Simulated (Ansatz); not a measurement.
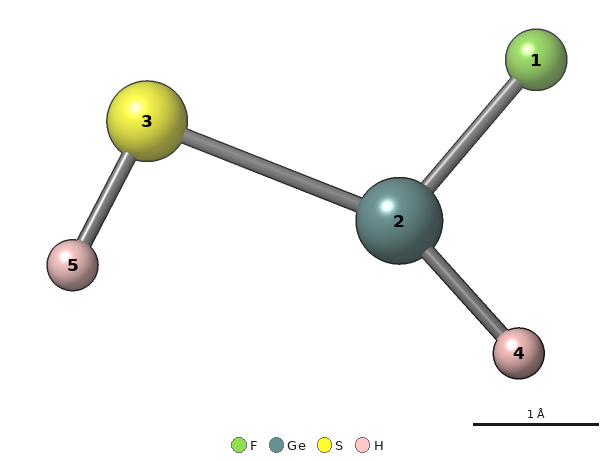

The picture comes from a calculation with Ansatz.

Orthographic view. Depth is shown by fading: the farther an atom, the more it takes the colour of the background. The species has charge +1 and is a spin singlet. Geometry: atoms displaced at random (about 0.03 Å) from a stationary point of GFN2-xTB.

Write a Z-matrix (Å, degrees) in the order of the atom numbers, with these reference atoms: 2 to 1; 3 to 2, 1; 4 to 2, 1, 3; 5 to 3, 2, 4.

```
F  
Ge   1   1.728
S    2   2.186   1   106.7
H    2   1.473   1   100.2   3  -178.7
H    3   1.342   2    93.8   4    -2.2
```
